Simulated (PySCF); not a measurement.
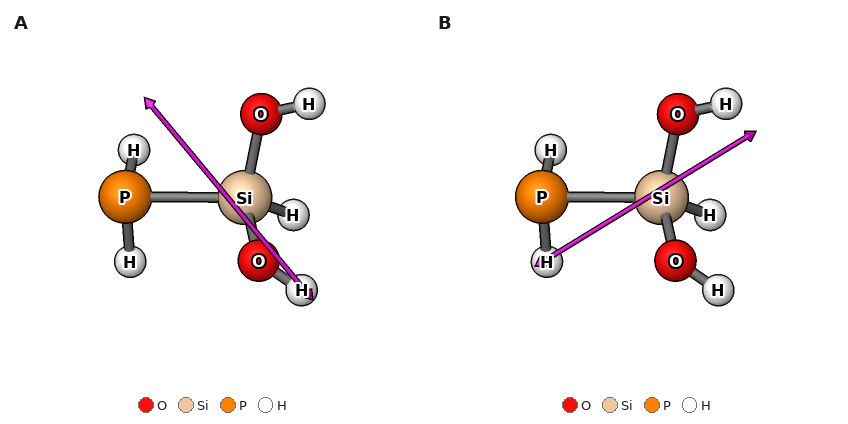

The double arrows show the directions of two transition dipoles from the ground state (lengths mean nothing). The computed structure is the end point of a PBE0-D3(BJ)/def2-SVP optimisation. No frequency run is at hand to confirm it as a minimum. Level of theory: TDDFT LDA/def2-SVPD, vertical, gas phase, core orbitals frozen in the response (PySCF 2.14.0).

**One belongs to singlet state 4 and one to singlet state 5. Which is which?**

A: state 4, 6.64 eV (187 nm), oscillator strength 0.028, mainly HOMO−1 → LUMO (weight 0.84).
B: state 5, 6.71 eV (185 nm), oscillator strength 0.020, of mixed character, with the largest part HOMO → LUMO+4 (weight 0.41).
